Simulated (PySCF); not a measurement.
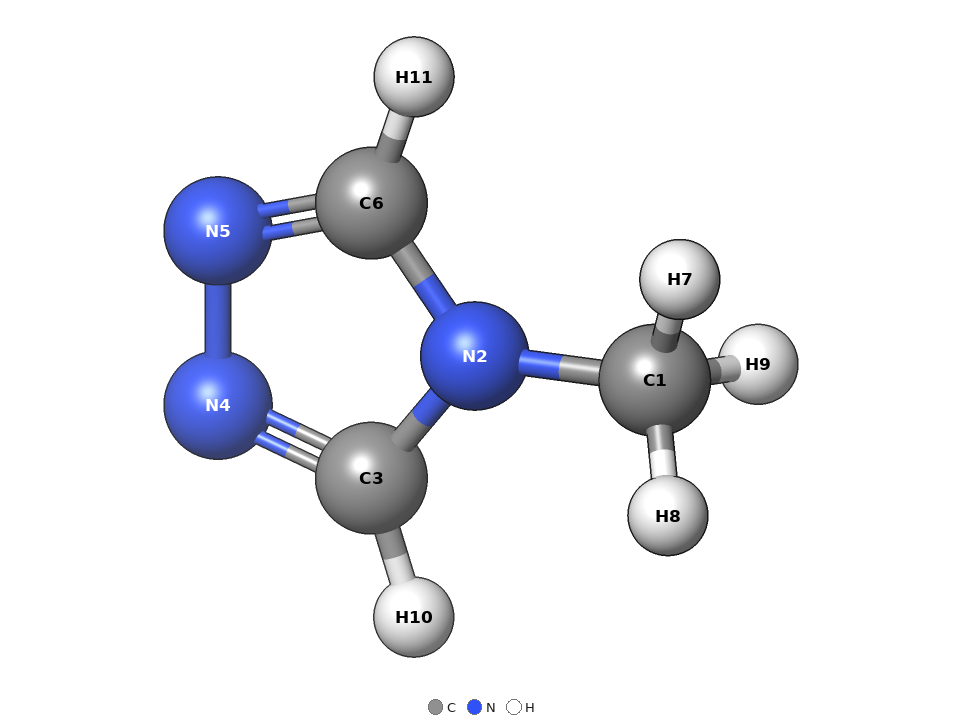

The computed structure is the end point of a PBE0-D3(BJ)/def2-SVP optimisation. No frequency run is at hand to confirm it as a minimum. Method: TDDFT PBE0/def2-SVPD, vertical, gas phase, core orbitals frozen in the response (PySCF 2.14.0), and the same with a continuum solvent (IEF-PCM, Bondi radii x 1.2, gas-phase geometry).

How do dipole (D), HOMO–LUMO gap (eV), lowest singlet (eV) change in chloroform (ε = 4.7), dimethylsulfoxide (ε = 46.8)?

```json
{"medium": "gas phase", "dipole (D)": "6.22", "HOMO–LUMO gap (eV)": "7.37", "lowest singlet (eV)": "5.72"}
{"medium": "chloroform", "dipole (D)": "7.73", "HOMO–LUMO gap (eV)": "7.82", "lowest singlet (eV)": "6.14"}
{"medium": "dimethylsulfoxide", "dipole (D)": "8.38", "HOMO–LUMO gap (eV)": "8.01", "lowest singlet (eV)": "6.33"}
```
